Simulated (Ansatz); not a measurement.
# TaN (P-6m2): zone-centre modes under pressure, part 2 of 2

Wanted: Grüneisen parameters and pressure coefficients of the modes of TaN (P-6m2).

Ansatz 0.2.0; DFT LDA, scalar-relativistic, plane waves, PAW; PAW set soft_1.

So far, highest optical mode at the zone centre (no LO-TO term) (cm⁻¹): step 5 (modes at rest) 568; step 7 (volume ratio 1.06) 495.

## (8) A member of the series: 0.9 times the volume at rest

The cell is set to 0.9 times the volume at rest, and shape and atoms relax at that volume.

File input.yaml:

```yaml
crystal:
  lattice:
    - [2.8008958742, 0.0, 0.0]
    - [-1.4004479371, 2.4256469804, 0.0]
    - [0.0, 0.0, 2.7637247183]
  atoms:
    - { symbol: "N", position: [0.6666666667, 0.3333333333, 0.0] }
    - { symbol: Ta, position: [0.0, 0.0, 0.5] }
kpoints:
  mp_grid: { grid: [18, 18, 16] }
hamiltonian:
  xc: lda
  pseudopotentials: { kind: paw, azcp: { folder: soft_1 }, xc_functional: pbe }
scf:
  occupations: { method: methfessel_paxton, width: 0.2 }
output:
  forces: true
  stress: true
  eigenvalues: true
relax:
  adjacent_minimum: "off"
  f_tol: 0.001
  max_steps: 60
  cell: { stress_tol: 0.01, fix: [volume] }
```

The run is started by

```bash
$ ansatz run input.yaml --threads 4 --pin off --max-ram 10240MiB --backend cpu --events-out ev --progress --plain --runs-dir out
```

Numbers of over 12 decimals in the logs are rounded to 6 here.

The log of the run:

```text
[...]
Crystal: 2 atoms, lattice volume = 18.777 Å³
Basis set: ecut = 420 eV, 393 PW (Γ)
Bands: 13, of which v1, the nominal top of the filled ones, is band 9 counted from 1 (8 counted from 0)
Symmetry: 12 space group operations
[...]
k-points: 333 of 5184 (time reversal used)
[...]
k-point 332: bands = [... 5 lower, 13.5165, 16.0031, 19.0925, 22.7623, 28.8003, 29.0718, 30.9870, 31.8336]
--- Relaxed structure (3 steps of the walk, 2 accepted, 1 SCFs on fresh bases) ---
[...]
cell:  # Å, volume = 18.7767 Å³
    - [2.799494, 0.0, 0]
    - [-1.399747, 2.424433, 0]
    - [0, 0.0, 2.766493]
  atoms:
    - { symbol: N, position: [0.666667, 0.333333, 0] }
    - { symbol: Ta, position: [-3.700743415524894e-17, 0, 0.5] }
[key lines of the parts left out:]
SCF converged after 4 iterations
Free energy (F): -10059.735319 eV
Fermi energy:    22.956941 eV
P = ⅓ Tr σ = 50.1159 GPa (501.159 kbar)
```

It took 11 s on 4 threads of Arm Neoverse V1, shared host; peak memory 0.41 GiB; 40 s of CPU time.

Step by step:

| step | energy less that of the first step (eV) | largest force component (eV/Å) | pressure (GPa) | volume (Å³) |
| --- | --- | --- | --- | --- |
| 1 | 0.0000 | 0.0000 | 50.17 | 18.78 |
| 2 | 0.0001 | 0.0000 | 50.04 | 18.78 |
| 3 | -0.0001 | 0.0000 | 50.12 | 18.78 |
| 4* | -0.0001 | 0.0000 | 50.12 | 18.78 |

Relaxation steps marked * repeat the geometry before them on a plane-wave basis chosen anew for their cell, so energy and pressure can jump there. Relaxation step 2 was tried and not accepted.

Forces are held to the 12 operations that the run works with; a distortion that breaks them can't arise in this run.

| conventional cell, symmetrised | before | after | change |
| --- | --- | --- | --- |
| a (Å) | 2.801 | 2.799 | -0.1 % |
| b (Å) | 2.801 | 2.799 | -0.1 % |
| c (Å) | 2.764 | 2.766 | +0.1 % |
| volume (Å³/atom) | 9.39 | 9.39 | -0.0 % |

Final coordinates:

```
N Ta
1.0
     2.79949    0.00000    0.00000
    -1.39975    2.42443    0.00000
     0.00000    0.00000    2.76649
N Ta
1 1
Direct
  0.66667 0.33333 0.00000
  0.00000 0.00000 0.50000
```

This step gave:

* pressure: 50.12 GPa
* volume per atom: 9.388 Å³

The forces vanish by symmetry, at a pressure of 50.12 GPa.

## (9) Zone-centre modes of the member: 0.9 times the volume at rest

The zone-centre modes follow for 0.9 times the volume at rest.

input.yaml, the sections that differ from step 8:

```yaml
crystal:
  lattice:
    - [2.7994941954, 0.0, 0.0]
    - [-1.3997470977, 2.424433091, 0.0]
    - [0.0, 0.0, 2.7664929499]
  atoms:
    - { symbol: "N", position: [0.6666666667, 0.3333333333, 0.0] }
    - { symbol: Ta, position: [0.0, 0.0, 0.5] }
output:
  eigenvalues: true
phonons:
  method: dfpt
# kpoints, hamiltonian, scf: as in step 8
# relax: removed
```

The log of the run:

```text
[...]
Crystal: 2 atoms, lattice volume = 18.777 Å³
Basis set: ecut = 420 eV, 393 PW (Γ), exchange–correlation on 40×40×40 points (8 copies of the dense FFT grid, shifted against one another)
Bands: 13, of which v1, the nominal top of the filled ones, is band 9 counted from 1 (8 counted from 0)
Symmetry: 12 space group operations
k-points: 819 of 5184 (irreducible under 4 space group operations, time reversal used)
[...]
k-point 2: bands = [... 5 lower, 17.2563, 18.0012, 18.0012, 20.6633, 25.5175, 25.5175, 26.8659, 28.7017]
  k-point 818: bands = [... 5 lower, 14.3294, 15.6318, 18.7103, 21.9893, 28.1631, 28.9494, 30.3342, 31.3581]
[...]
ASR residual: 1.049e-4 → 0.000e0 eV/Å²; symmetrization residual: 2.738e-6 eV/Å²
  ASR residual per site (eV/Å²): 1.05e-4 6.26e-5
  Γ frequencies (cm⁻¹): 0.00 0.00 0.00 634.35 634.35 703.22
[...]
[key lines of the parts left out:]
SCF converged after 8 iterations
Free energy (F): -10059.735320 eV
Fermi energy:    22.956940 eV
```

Wall time 27 s (4 threads); peak memory 0.84 GiB; 99 s of CPU time.

This step gave:

```yaml
sum_rule_residual_before_enforcement: 1.05e-4 eV/Å²
highest_optical_mode_at_the_zone_centre_no_lo_to_term: 703.2 cm⁻¹
lowest_optical_zone_centre_mode: 634.4 cm⁻¹
```

Patterns of degenerate modes are one choice out of their space. The modes at Γ (shares of kinetic energy by element, %):

| mode | frequency (cm⁻¹) | symmetry | N % | Ta % |
| --- | --- | --- | --- | --- |
| 1 | 0.0 | acoustic | 7 | 93 |
| 2 | 0.0 | acoustic | 7 | 93 |
| 3 | 0.0 | acoustic | 7 | 93 |
| 4 | 634.4 | E' | 93 | 7 |
| 5 | 634.4 | E' | 93 | 7 |
| 6 | 703.2 | A2'' | 93 | 7 |

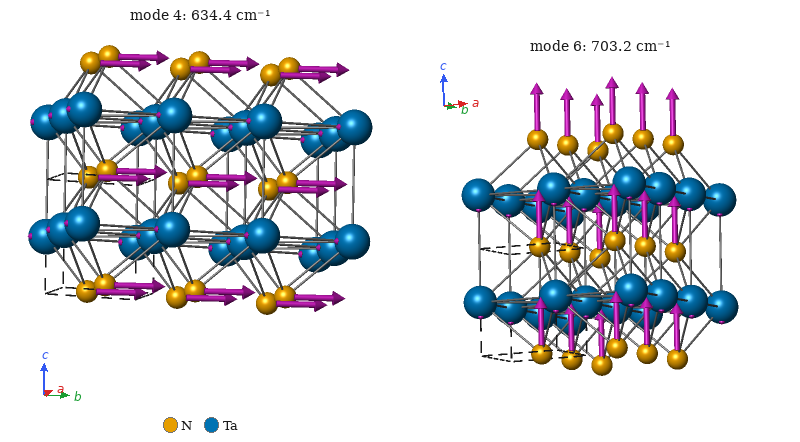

Displacement patterns of modes 4 and 6 at Γ; arrows are exaggerated. 2×3×2 cells are drawn. Some periodic images of atoms are drawn too.

The lowest optical mode is real, 634 cm⁻¹, and the highest lies at 703.2 cm⁻¹.

Between step 5 and this run (volume ratio 0.9) the value for the highest optical mode at the zone centre (no LO-TO term) moves from 568 cm⁻¹ to 703 cm⁻¹ (+24 %).

## (10) The series together

The members are set side by side, also those not shown above.

Each row is one cell with its response, relaxed at fixed volume as far as symmetry leaves anything free; energies are extrapolated to zero smearing, and E0 is that at rest; shape and atoms are relaxed in each cell where symmetry leaves them free; all runs use 18×18×16 k points and Methfessel-Paxton smearing of 0.2 eV. State of the crystal along the series:

| volume ratio | V (Å³/atom) | pressure (GPa) | E - E0 (meV/atom) | first cell vector (Å) | third cell vector (Å) |
| --- | --- | --- | --- | --- | --- |
| 0.9 | 9.388 | 50.12 | 148.9 | 2.8 | 2.767 |
| 0.92 | 9.597 | 37.87 | 91.74 | 2.821 | 2.784 |
| 0.94 | 9.806 | 26.86 | 49.69 | 2.843 | 2.801 |
| 0.96 | 10.01 | 16.95 | 21.28 | 2.865 | 2.818 |
| 0.98 | 10.22 | 8.029 | 5.12 | 2.886 | 2.835 |
| 0.99 | 10.33 | 3.908 | 1.258 | 2.896 | 2.844 |
| 1 | 10.43 | -7.72e-4 | 0 | 2.906 | 2.852 |
| 1.02 | 10.64 | -7.223 | 4.797 | 2.927 | 2.868 |
| 1.04 | 10.85 | -13.71 | 18.52 | 2.947 | 2.884 |
| 1.06 | 11.06 | -19.55 | 40.25 | 2.967 | 2.9 |

Each mode is tracked from rest by its pattern, and modes that stay within 0.3 cm⁻¹ of each other stand once; shape and atoms are relaxed in each cell where symmetry leaves them free; all runs use 18×18×16 k points and Methfessel-Paxton smearing of 0.2 eV. Optical modes along the series:

| V (Å³/atom) | mode 4 E' (cm⁻¹) | mode 6 A2'' (cm⁻¹) |
| --- | --- | --- |
| 9.388 | 634.4 | 703.2 |
| 9.597 | 615.2 | 674.5 |
| 9.806 | 596.8 | 646.7 |
| 10.01 | 579.1 | 619.6 |
| 10.22 | 561.5 | 593.4 |
| 10.33 | 552.7 | 580.6 |
| 10.43 | 543.7 | 567.9 |
| 10.64 | 525.9 | 543 |
| 10.85 | 508.1 | 518.8 |
| 11.06 | 490.9 | 495.1 |

From cubic fits (parabolas where under five rows exist) of ln ω and P against ln V through the rows within about 4 % of rest: γ = −d ln ω / d ln V and dω/dP = γ ω / B. Slopes at rest:

| mode | fitted frequency at rest (cm⁻¹) | Grüneisen parameter γ | dω/dP (cm⁻¹/GPa) |
| --- | --- | --- | --- |
| mode 4 E' | 543.7 | 1.64 | 2.35 |
| mode 6 A2'' | 567.8 | 2.22 | 3.31 |

## (11) Summary of results

| Item | Value |
| --- | --- |
| members | 10 |
| highest optical mode at the zone centre (no LO-TO term), at rest | 567.9 cm⁻¹ |
| bulk modulus at rest | 381 GPa |
| mode 4 E', γ | 1.64 |
| mode 6 A2'', γ | 2.22 |

In words: The series spans -19.5 to 50.1 GPa, and the slope at rest gives a bulk modulus of 381 GPa. Among the modes in the table of slopes γ runs from 1.64 (mode 4 E') to 2.22 (mode 6 A2''). One k mesh and one cutoff serve the ground states and modes of all volumes. These are harmonic frequencies at zero temperature: anharmonic shifts, linewidths and thermal expansion are left out. Spin-orbit coupling is left out, which can matter for the heavy elements here. With no gap, or one that is small against the smearing, the frequencies hang on the k mesh and the smearing, most of all near Kohn anomalies. The PAW files were made for PBE; the program adapts parts of them to the functional of the run, but their partial waves stay those of PBE, an approximation that was not tested in this session. Only the zone centre was solved, so an instability at another wavevector cannot show here.

[Logs are printed without paths, hosts, clocks, repeated set-up lines and the standing remarks that a program may print on its own settings, such as how far it seeks lower states.]

[Hosts, paths, dates, database ids (printed as entryN), source tags and the programs' standing remarks are cut or masked in the printed files.]
